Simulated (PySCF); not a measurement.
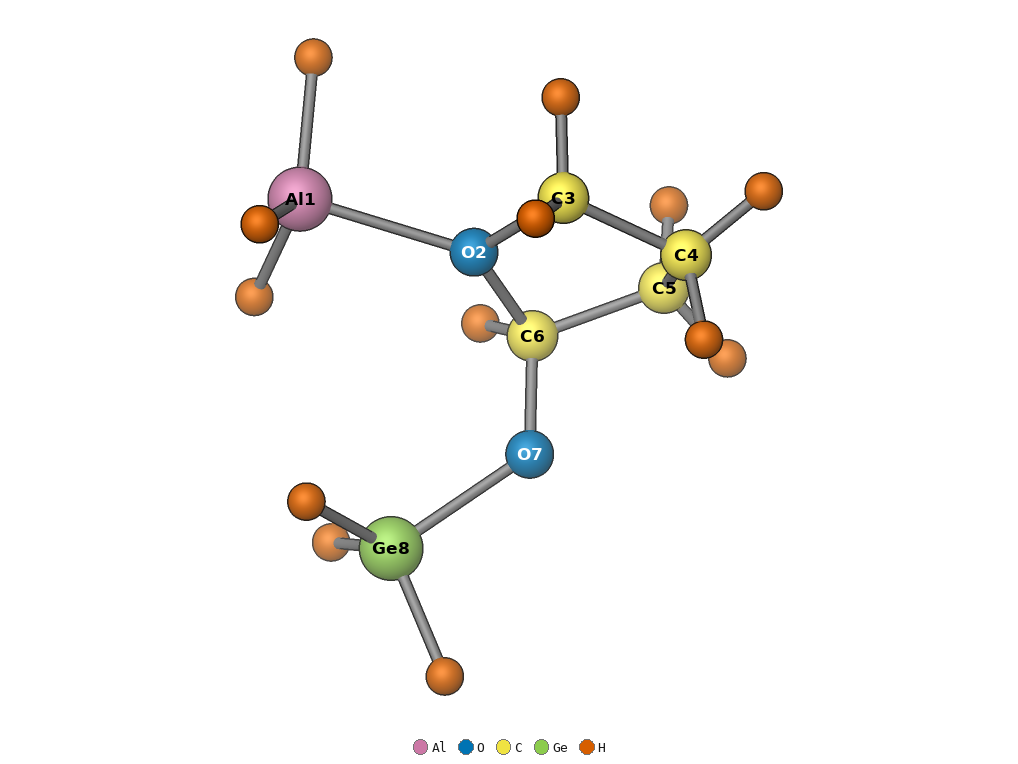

Atoms fade into the background with distance from the viewer. Computed geometry: PBE0-D3(BJ)/def2-SVP optimisation. No frequency run is at hand to confirm it as a minimum.

Question: How is the 5-membered ring O2–C3–C4–C5–C6 puckered?

Answer: It is an envelope, with C5 as the flap. The Cremer–Pople amplitude Q is 0.41 Å.

Question: Give the torsion angles round the ring, beginning with the bond from its second to its third atom.

Answer: 26°, −40°, 39°, −24°, −1°.
